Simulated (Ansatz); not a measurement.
# BFH3: the cost of one run

Method: UKS PBE0-D4/def2-SVP, in Ansatz 0.2.0.

## 1. Starting point

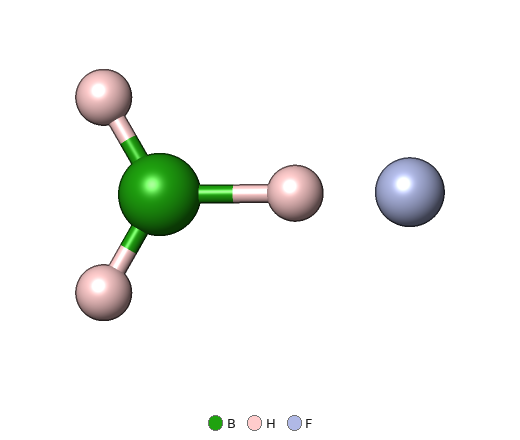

Start, viewed from a chosen angle; boron green, hydrogen pink, fluorine light blue.

Coordinates:

```xyz
5

B     0.0000    0.0000    0.0000
H     0.0000    0.0000    1.4400
H     1.0305    0.0000   -0.5950
H    -1.0305    0.0000   -0.5950
F     0.0000    0.0000    2.6600
```

## 2. A restrained relaxation towards end A

Springs on the bonds that form and break draw the guess towards this end; the thresholds are loose.

input.yaml reads:

```yaml
crystal:
  periodic: [false, false, false]
  atoms:
    - { symbol: B, position_ang: [0.0, 0.0, 0.0] }
    - { symbol: H, position_ang: [0.0, 0.0, 1.44] }
    - { symbol: H, position_ang: [1.0305, 0.0, -0.595] }
    - { symbol: H, position_ang: [-1.0305, 0.0, -0.595] }
    - { symbol: F, position_ang: [0.0, 0.0, 2.66] }
magnetization:
  spin_polarized: true
  initial_magnetization: 1
basis:
  gaussian: { orbitals: def2-SVP }
hamiltonian:
  xc: pbe0
  dispersion: d4
relax:
  f_tol: 0.15
  max_steps: 25
  restrain:
    - { distance: [1, 4], at: 2.12, k: 30.0 }
    - { distance: [0, 1], at: 1.19, k: 30.0 }
```

On the command line:

```sh
$ ansatz run input.yaml --threads 1 --pin off --max-ram 2048MiB --backend cpu --events-out ev --progress --plain --runs-dir out
```

Q: Estimate wall time and peak memory on 1 thread of Arm Neoverse V1, shared host.

About 9.2 s, with a peak of 0.11 GiB.
